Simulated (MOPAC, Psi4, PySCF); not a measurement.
Interaction energy of CF4 ··· H3Al (SMILES FC(F)(F)F and [AlH3]). Monomers: optimised at B3LYP-D3(BJ) (def2-TZVP), held rigid. Orientation: a higher rigid-body minimum at GFN2-xTB (searched outside a hard wall at short contacts). R is the distance of the centres of mass, along which the second monomer moves. The shortest distances reach bonding range, where SAPT0 and rigid monomers are unreliable.

Geometry at R = 2.83 Å (first 5 atoms: monomer A):
```
9

F     -0.9361    -0.1922    -0.9190
C      0.0000     0.0000     0.0001
F     -0.0914     1.2359     0.4720
F     -0.1686    -0.8655     0.9904
F      1.1961    -0.1782    -0.5434
Al     1.1139     0.3920    -2.5737
H      2.6857     0.5110    -2.4624
H      0.2052     1.6581    -2.3124
H      0.4510    -0.9925    -2.9488
```

Methods: RMP2/6-31G* = restricted MP2 (frozen core)/6-31G*, spherical d, no counterpoise correction (PySCF 2.14.0); MP2/aug-cc-pVDZ = DF-MP2/aug-cc-pVDZ, frozen core, counterpoise-corrected run with Psi4; HF/aug-cc-pVDZ, counterpoise-corrected (Psi4); PM3, restricted, heats of formation (MOPAC); PBE-D3(BJ)/def2-TZVP, counterpoise-corrected (Psi4).

Interaction energies in kJ/mol (negative: bound); R is the distance of the centres of mass, d the F5···Al6 distance.

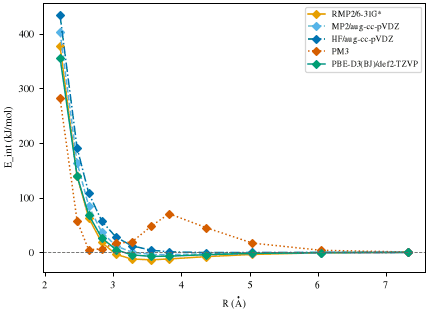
Figure. Interaction energy against separation.

```json
[
 {"R / Å": "2.22", "d / Å": "1.59", "RMP2/6-31G*": "377.70", "MP2/aug-cc-pVDZ": "403.31", "HF/aug-cc-pVDZ": "433.91", "PM3": "281.97", "PBE-D3(BJ)/def2-TZVP": "356.48"},
 {"R / Å": "2.47", "d / Å": "1.79", "RMP2/6-31G*": "139.94", "MP2/aug-cc-pVDZ": "164.31", "HF/aug-cc-pVDZ": "191.12", "PM3": "57.68", "PBE-D3(BJ)/def2-TZVP": "139.70"},
 {"R / Å": "2.64", "d / Å": "1.94", "RMP2/6-31G*": "62.88", "MP2/aug-cc-pVDZ": "84.82", "HF/aug-cc-pVDZ": "108.68", "PM3": "4.63", "PBE-D3(BJ)/def2-TZVP": "68.59"},
 {"R / Å": "2.83", "d / Å": "2.11", "RMP2/6-31G*": "18.48", "MP2/aug-cc-pVDZ": "37.25", "HF/aug-cc-pVDZ": "57.38", "PM3": "6.57", "PBE-D3(BJ)/def2-TZVP": "26.64"},
 {"R / Å": "3.04", "d / Å": "2.30", "RMP2/6-31G*": "-3.59", "MP2/aug-cc-pVDZ": "11.95", "HF/aug-cc-pVDZ": "27.87", "PM3": "17.19", "PBE-D3(BJ)/def2-TZVP": "4.85"},
 {"R / Å": "3.27", "d / Å": "2.51", "RMP2/6-31G*": "-12.23", "MP2/aug-cc-pVDZ": "0.38", "HF/aug-cc-pVDZ": "12.15", "PM3": "18.57", "PBE-D3(BJ)/def2-TZVP": "-4.56"},
 {"R / Å": "3.56", "d / Å": "2.78", "RMP2/6-31G*": "-13.67", "MP2/aug-cc-pVDZ": "-3.97", "HF/aug-cc-pVDZ": "3.77", "PM3": "48.26", "PBE-D3(BJ)/def2-TZVP": "-7.40"},
 {"R / Å": "3.82", "d / Å": "3.03", "RMP2/6-31G*": "-12.04", "MP2/aug-cc-pVDZ": "-4.27", "HF/aug-cc-pVDZ": "0.97", "PM3": "70.71", "PBE-D3(BJ)/def2-TZVP": "-6.93"},
 {"R / Å": "4.36", "d / Å": "3.55", "RMP2/6-31G*": "-7.87", "MP2/aug-cc-pVDZ": "-2.70", "HF/aug-cc-pVDZ": "-0.34", "PM3": "45.20", "PBE-D3(BJ)/def2-TZVP": "-4.34"},
 {"R / Å": "5.04", "d / Å": "4.21", "RMP2/6-31G*": "-3.82", "MP2/aug-cc-pVDZ": "-1.21", "HF/aug-cc-pVDZ": "-0.26", "PM3": "16.94", "PBE-D3(BJ)/def2-TZVP": "-1.95"},
 {"R / Å": "6.05", "d / Å": "5.20", "RMP2/6-31G*": "-0.73", "MP2/aug-cc-pVDZ": "-0.38", "HF/aug-cc-pVDZ": "-0.08", "PM3": "3.71", "PBE-D3(BJ)/def2-TZVP": "-0.52"},
 {"R / Å": "7.32", "d / Å": "6.45", "RMP2/6-31G*": "-0.08", "MP2/aug-cc-pVDZ": "-0.11", "HF/aug-cc-pVDZ": "-0.02", "PM3": "0.62", "PBE-D3(BJ)/def2-TZVP": "-0.13"}
]
```

Lowest grid point: RMP2/6-31G* -13.67 kJ/mol at R = 3.56 Å; MP2/aug-cc-pVDZ -4.27 kJ/mol at R = 3.82 Å; HF/aug-cc-pVDZ -0.34 kJ/mol at R = 4.36 Å; PM3 0.62 kJ/mol at R = 7.32 Å; PBE-D3(BJ)/def2-TZVP -7.40 kJ/mol at R = 3.56 Å.
